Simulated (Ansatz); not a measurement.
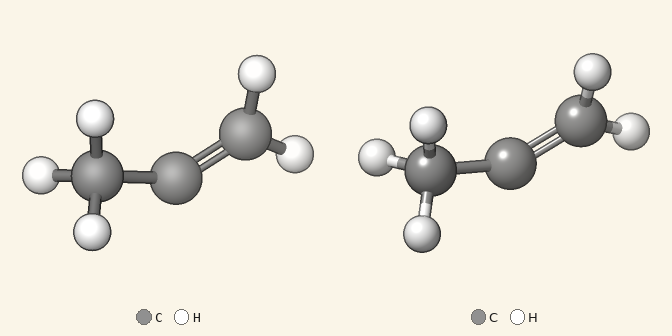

The same structure drawn twice, from different directions.

The species is neutral and a spin doublet.

Question: Count the atoms of each element.

Answer: C₃H₅, 8 atoms: 3 carbon and 5 hydrogen.

Question: Count the bonded pairs by element.

Answer: 5 C–H, 2 C–C.

The parts below concern this one geometry. Atoms keep their numbers from picture to picture. Computed geometry: PBE0-D4/def2-TZVP optimisation.

### Symmetry

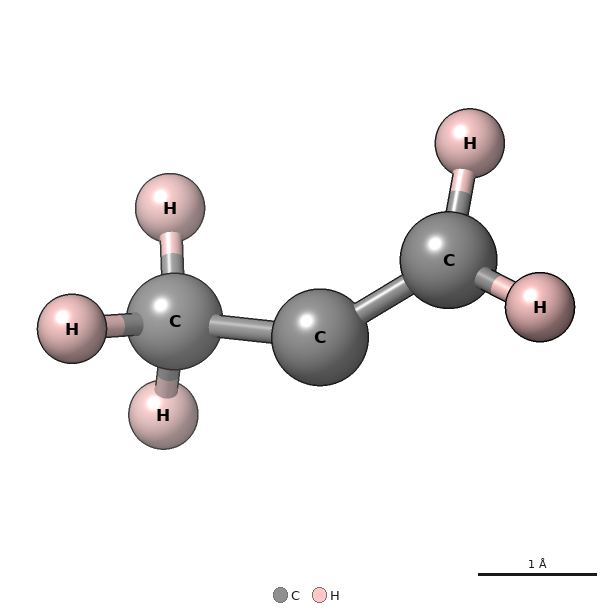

Distant atoms are faded towards the background colour. Masses are those of the most abundant isotopes; constants are for the rigid equilibrium geometry.

Question: Classify the rotor and give the rotational constants (GHz).

Answer: An asymmetric top (Cs): A = 75.7, B = 8.72, C = 8.22 GHz. Ray's parameter κ is −0.99, close to the prolate limit.

### Vibrations

Harmonic vibrations computed with UKS PBE0-D4/def2-TZVP (Ansatz 0.2.0) at a stationary point of the same level.

Question: How many vibrational modes are there, and where do they lie?

Answer: 18 modes: 187, 313, 488, 889, 902, 945, 1044, 1102, 1380, 1414, 1446, 1461, 1770, 2995, 3060, 3083, 3109, 3180 cm⁻¹.

### Levels of theory compared

Program: Ansatz 0.2.0.

Tabulate HOMO energy (eV) at these levels: BHLYP-D4/def2-TZVPP; BLYP-D4/def2-TZVPP; PBE0-D4/def2-QZVPP; r2SCAN-D4/def2-TZVPP; r2SCANh-D4/def2-TZVPP; ωB97M-V/def2-QZVPP.

| level | HOMO energy (eV) |
| --- | --- |
| BHLYP-D4/def2-TZVPP | −7.57 |
| BLYP-D4/def2-TZVPP | −4.66 |
| PBE0-D4/def2-QZVPP | −6.27 |
| r2SCAN-D4/def2-TZVPP | −5.26 |
| r2SCANh-D4/def2-TZVPP | −5.79 |
| ωB97M-V/def2-QZVPP | −8.28 |

### Thermal motion

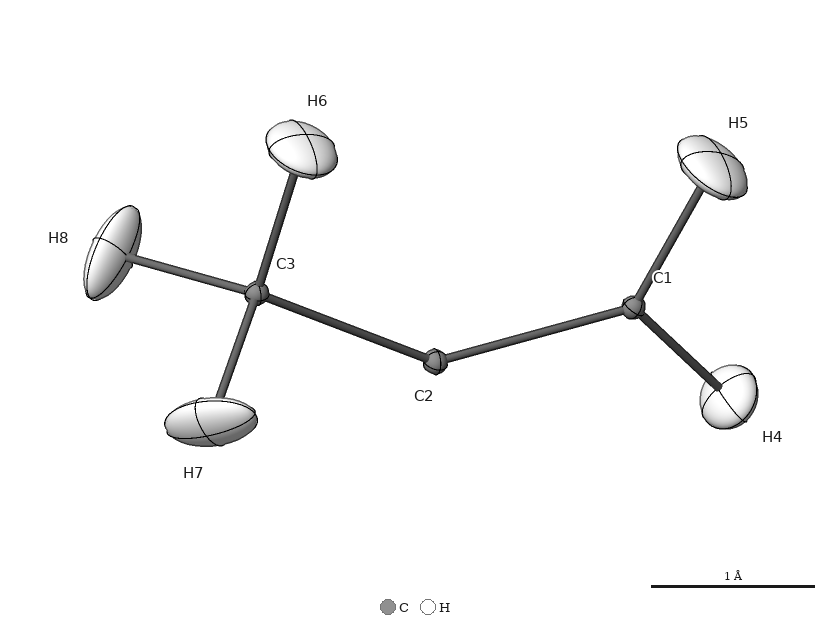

Displacement ellipsoids at the 50 % level, from the internal vibrations of the free molecule (harmonic, no overall translation or rotation; no half-axis is drawn under 0.075 Å). Vibrations computed with UKS PBE0-D4/def2-TZVP (Ansatz 0.2.0). Temperature: 200 K.

Question: Which atom has the largest mean-square displacement?

Answer: H5, with U_eq = 0.0214 Å².

Question: Does H7 move more along its bond or across it?

Answer: Across it: the root-mean-square amplitude is 0.075 Å along the bond and up to 0.210 Å across, since bending and torsion are softer than stretching.

List U_eq and the three principal root-mean-square amplitudes for each kind of atom.

```tsv
atom	U_eq (Å²)	rms amplitudes (Å)
C1	0.00091	0.021, 0.033, 0.034
C2	0.0021	0.024, 0.049, 0.056
C3	0.00072	0.021, 0.023, 0.035
H4	0.0158	0.077, 0.131, 0.156
H5	0.0214	0.074, 0.147, 0.193
H6	0.0182	0.075, 0.142, 0.170
H7, H8	0.0213	0.075, 0.120, 0.210
```
